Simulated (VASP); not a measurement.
Band structure of CsBr (CsCl type). These are TPSS meta-GGA, VASP's PBE PAW potentials (set 64) (plane waves; VASP 6.6.1) values and carry that method's errors.

Unless said otherwise, spin-orbit coupling is left out, though it shifts the bands of the heavy elements here.

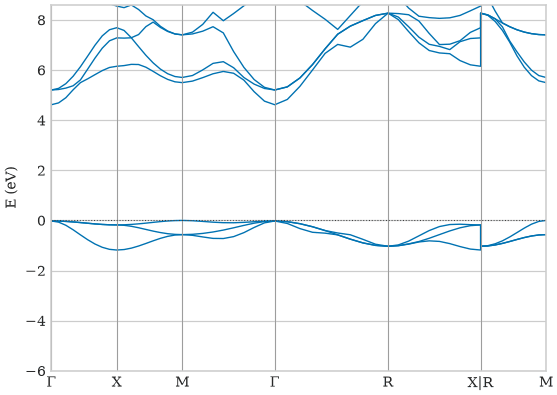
Figure: Bands along high-symmetry lines, zero at the valence-band maximum or, without a gap, the Fermi level

### Question
Read the plot: is there a gap, and where are the band edges?

### Answer
The gap is indirect, 4.62 eV, from the valence maximum at M to the conduction minimum at Γ.

Measured: gap 7.30 eV (computed value off by -2.68 eV), as given by Aguado et al., (1998), arXiv:cond-mat/9809176.

The compound is CsBr in the CsCl type structure. It was relaxed first, which changed the volume by +7 %.
